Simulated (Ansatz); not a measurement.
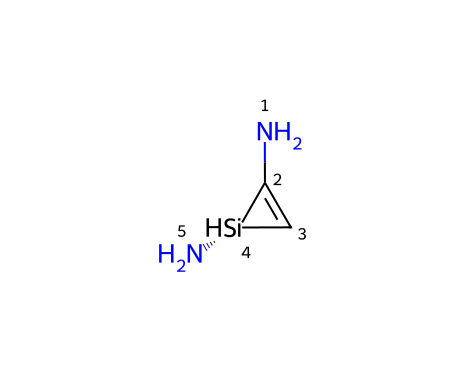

Skeletal drawing with numbered atoms; wedges and dashes mark any stereocentres. The configuration is that of a computed structure (PBE-D4/def2-SVP).

### What are the Cahn–Ingold–Prelog descriptors?

Si4: S.
